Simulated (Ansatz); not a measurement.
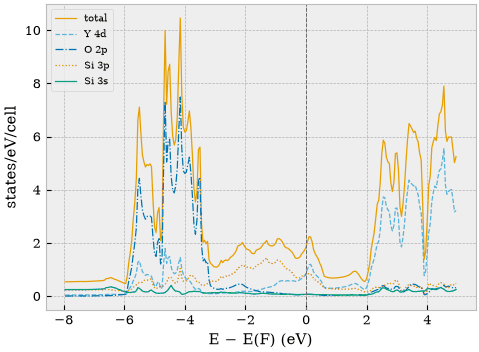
Fig. 1. Total and projected density of states of YSiO in space group P4/nmm (No. 129; Y on 2c, Si on 2a, O on 2c), PBE (plane waves, PAW; program Ansatz)

Which orbitals carry the states next to the Fermi level?

Within 0.5 eV of the Fermi level: Y 4d 46 %, Si 3p 43 %. Projections are on Löwdin-orthogonalised atomic valence shells; empty p or d shells of many metals are not among them.

Where is the tallest occupied peak in this window, and what makes it?

Near -4.1 eV, about 10 states/eV per cell; the largest projected share is O 2p.

The start of the workflow was typed in or built on a structure type; neither database checked (COD, Materials Project) lists it. Its standing as an ambient phase is unchecked. Symmetry was held in the PBE relaxation; whether a distortion lowers the energy is not shown. The run is not spin-polarised. Scalar-relativistic: spin–orbit coupling is off unless named, which matters more the heavier the elements.

Potentials: the earlier of the program's two PAW sets.
